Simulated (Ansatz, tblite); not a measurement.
CH4F3NSi (SMILES CN[Si](F)(F)F): methods side by side

CH4F3NSi: 10 atoms, total charge 0, spin state singlet. As SMILES, `CN[Si](F)(F)F`. Geometry: relaxed at PBE0-D4/def2-TZVP.

Quantity: the HOMO–LUMO gap, in eV. The values are calculated.

| level | kind | program | value (eV) | CPU time |
| --- | --- | --- | --- | --- |
| GFN2-xTB | semi-empirical | tblite | 7.48 | under 2 s |
| HF/6-31G* (spherical functions) | Hartree–Fock | Ansatz | 16.27 | 4.4 s |
| SVWN5/6-31G* (spherical functions) | LDA | Ansatz | 6.30 | 5.7 s |
| BLYP/6-31G* (spherical functions) | GGA | Ansatz | 6.31 | 8.6 s |
| r2SCAN/6-31G* (spherical functions) | meta-GGA | Ansatz | 7.39 | 17 s |
| B3LYP/6-31G* (spherical functions) | global hybrid | Ansatz | 8.35 | 12 s |

The values span 6.30 to 16.27 eV. Orbital gaps aren't excitation energies; they tend to grow with the share of exact exchange. Times are those of the runs behind each value, whatever else they computed, on shared processors of several kinds: orders of magnitude only.

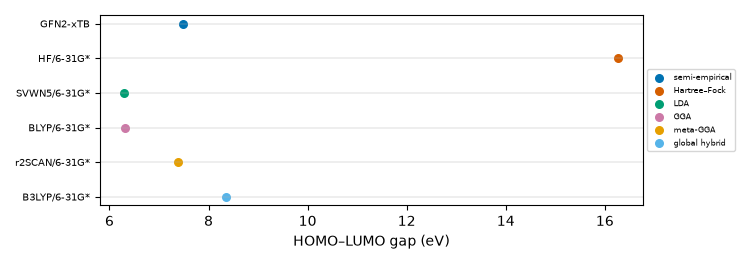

The values of the table, level by level.
